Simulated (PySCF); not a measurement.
Input file:

```
{"job": {"kind": "sp", "xc": "TPSSh", "basis": "ma-def2-SVP", "d3": "d3bj", "grid": 3}, "charge": 1, "multiplicity": 2}
Al    -0.717725    -0.329753    -0.201784
H      0.559025     0.730028    -0.930554
B      0.973665     0.462369     0.257093
H      0.948847    -0.822071     0.318044
H     -1.428495    -1.379380    -1.310351
H     -2.329126    -0.419095     0.197382
H      0.023584     0.838246     1.020698
H      2.039972     0.933384     0.509967
```

Command:

```sh
OMP_NUM_THREADS=1 python redox_run.py task.json out
```

Geometry: PBE0-D3(BJ)/def2-SVP.

These are results of DFT single point, gas phase, functional TPSSh in PySCF, not measurements.

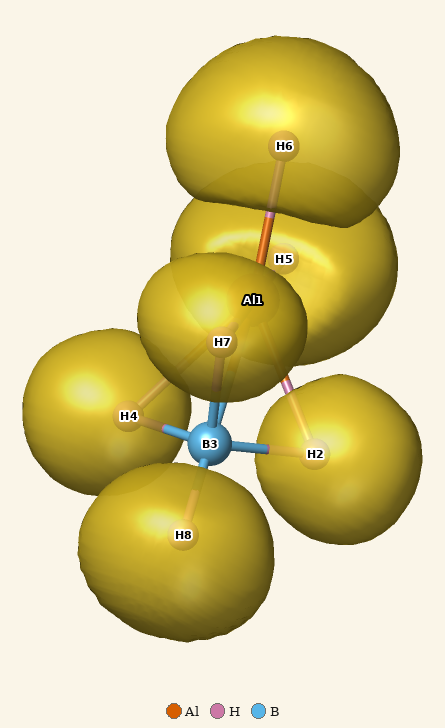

AlBH6 (charge +1, doublet). Isosurface of the ELF at 0.9 (yellow), seen at an oblique angle. Core shells and regions of very low density are left out.

**Identify the bonds, lone pairs and shells in this picture.**

The ELF exceeds this value in six regions around hydrogen nuclei.

Values along the shortest contacts:
Al–B (1.92 Å): the ELF is about 0.35 at the midpoint. B–H (1.19 Å): the ELF climbs to about 1 towards the hydrogen, as it does in any bond to H (a covalent bond by its length).
